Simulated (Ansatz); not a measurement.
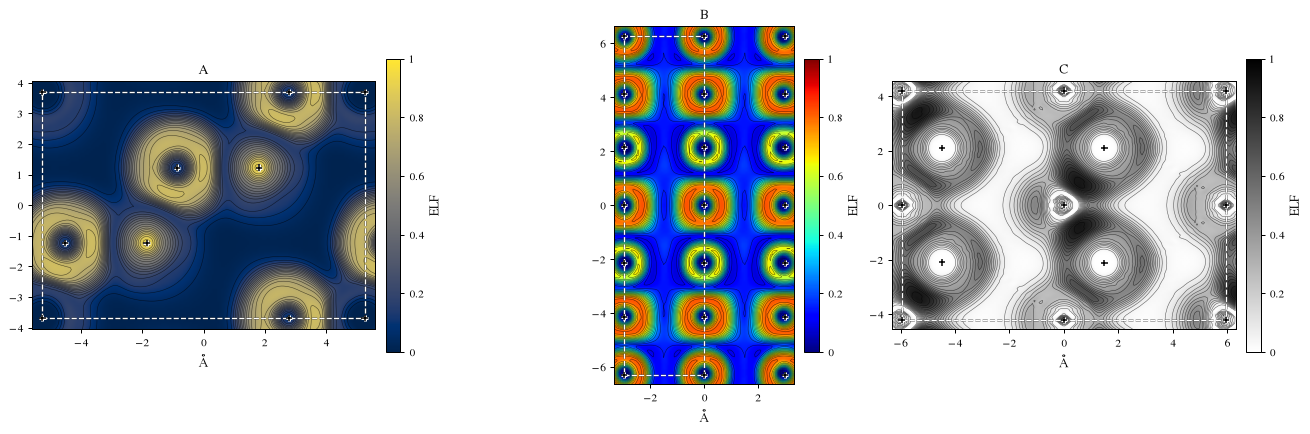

The electron localisation function of 3 systems, each on a plane through atoms (crosses mark nuclei in the plane).

Computed with DFT PBE, scalar-relativistic, plane waves, PAW in Ansatz 0.2.0.

System 1: ZnCd$_{2}$Se$_{3}$, the (110) plane of the conventional cell. Space group P3m1; a structure generated by program, which may or may not match a known phase.

```
Zn Cd Se
1.0
     4.26471    0.00000    0.00000
    -2.13235    3.69335    0.00000
     0.00000    0.00000   10.52057
Zn Cd Se
1 2 3
Direct
  0.00000 0.00000 0.66740
  0.33333 0.66667 0.99073
  0.66667 0.33333 0.33861
  0.33333 0.66667 0.73636
  0.00000 0.00000 0.43180
  0.66667 0.33333 0.08510
```

System 2: ZrTi$_{2}$N$_{3}$, the (010) plane of the conventional cell. Space group I4/mmm; a structure generated by program, which may or may not match a known phase; changed on purpose from its base cell (volume × 0.88, shape and atoms relaxed); computed pressure about 43 GPa in this cell; computed without spin polarisation.

```
Zr Ti N
1.0
     2.98117    0.00000    0.00000
     0.00000    2.98117    0.00000
     0.00000    0.00000   12.57279
Zr Ti N
2 4 6
Cartesian
  0.0000 0.0000 0.0000
  1.4906 1.4906 6.2864
  1.4906 1.4906 2.1499
  0.0000 0.0000 8.4363
  0.0000 0.0000 4.1364
  1.4906 1.4906 10.4228
  0.0000 0.0000 2.1463
  1.4906 1.4906 8.4327
  1.4906 1.4906 4.1401
  0.0000 0.0000 10.4265
  1.4906 1.4906 0.0000
  0.0000 0.0000 6.2864
```

System 3: Al$_{3}$GaSb$_{4}$, the (110) plane of the conventional cell. Space group I-42m; a structure generated by program, which may or may not match a known phase; changed on purpose from its base cell (volume × 0.88, shape and atoms relaxed); computed pressure about 8 GPa in this cell.

Question: Match each panel to its system.

Answer: Panel A is system 1, ZnCd$_{2}$Se$_{3}$: the plane holds Zn, Cd and Se. Zn–Se (2.48 Å): the ELF is about 0.60 at the midpoint. Panel B is system 2, ZrTi$_{2}$N$_{3}$: the plane holds Zr, Ti and N. Ti–N (1.99 Å): the ELF peaks at about 0.80 in the valence shell of N, 0.6 Å from its nucleus, and is about 0.20 at the midpoint (no localised pair shows between them). Panel C is system 3, Al$_{3}$GaSb$_{4}$: the plane holds Al, Ga and Sb. Ga–Sb (2.58 Å): the ELF peaks at about 0.70 between the atoms.
